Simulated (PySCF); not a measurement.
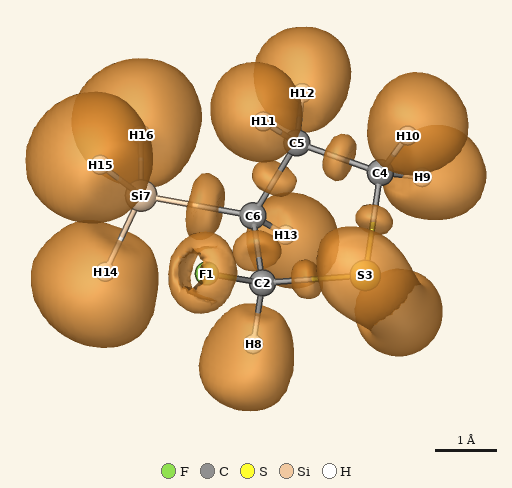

Figure 1: C4H9FSSi. Isosurface of the ELF at 0.85 (orange), seen at a tilt. Only the valence region is drawn (cores and ρ < 0.01 e/Å³ removed).

Geometry: GFN2-xTB.

Computed with PySCF 2.14.0, PBE0/pcSseg-1, SCF density, gas phase, non-relativistic.

The calculation's input:

```
{"job": {"xc": "PBE0", "basis": "pcSseg-1", "kind": "nmr", "pop": true}, "charge": 0, "multiplicity": 1}
F      0.795920     1.997873    -0.157745
C     -0.017398     1.143958    -0.871107
S     -1.766610     1.557242    -0.557268
C     -2.013972     0.121209     0.553521
C     -0.624101    -0.412779     0.864890
C      0.192795    -0.283782    -0.417400
Si     2.049320    -0.689330    -0.193021
H      0.206752     1.324437    -1.925477
H     -2.618536    -0.609138     0.014338
H     -2.552944     0.458513     1.436083
H     -0.165814     0.193374     1.649222
H     -0.674797    -1.445998     1.209359
H     -0.248702    -0.932503    -1.180795
H      2.721058    -0.419168    -1.463033
H      2.594117     0.119436     0.890644
H      2.115313    -2.114398     0.136380
```

Command:

```sh
OMP_NUM_THREADS=1 python ens_run.py task.json out
```

> Describe the localisation domains.

At this value the surface marks out three regions between bonded C–C atoms (shared pairs), two regions between bonded C–S atoms (shared pairs), one region between bonded C–Si atoms (shared pairs), nine regions around hydrogen nuclei, one region wrapped around F (its lone pairs, merged into a ring or cap) and one region wrapped around S (its lone pairs, merged into a ring or cap). Profiles from the grid: C–F (1.38 Å): the ELF peaks at about 0.85 between the atoms, as expected for a polar covalent bond. C–C (1.51 Å): the ELF peaks at about 0.95 between the atoms; localised, covalent bonding.
